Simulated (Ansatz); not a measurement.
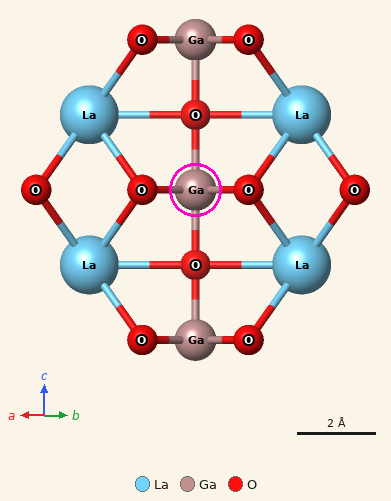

Perfect LaGaO3. A ball-and-stick model of the atoms within 4.6 Å of one point, in a slice 4.2 Å thick across the line of sight, seen along [110].

The calculation used Ansatz 0.2.0, DFT, PBEsol, PAW, plane waves. Settings: plane-wave cutoff 420 eV; k-point mesh 1 × 1 × 1; mesh shifted by (0.25, 0.25, 0.25); no spin polarisation. Fermi-Dirac smearing of 0.01 eV. The axes drawn are those of the host's conventional cell.

A gallium atom is replaced by scandium at the ringed place, in charge state 0. The supercell has 40 sites, and the atoms are relaxed at the host's cell.

### How do the neighbours respond?

In the host the Ga atom has 6 O at 1.93 Å; the Sc atom ends with 6 O at 2.03 Å. Of the host's atoms, an oxygen atom moves furthest from its site, by 0.44 Å.

The relaxed defect, seen from the same direction:

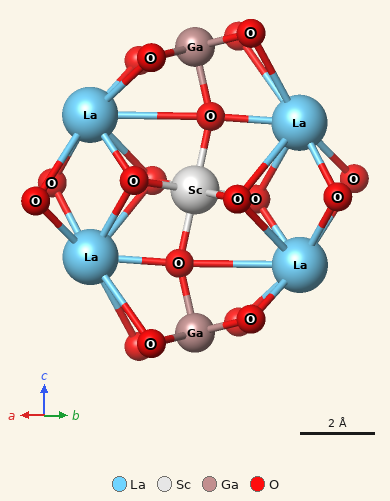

Limits of the set-up: the periodic images lie only 7.7 Å apart, so the values are limited by the cell's size.
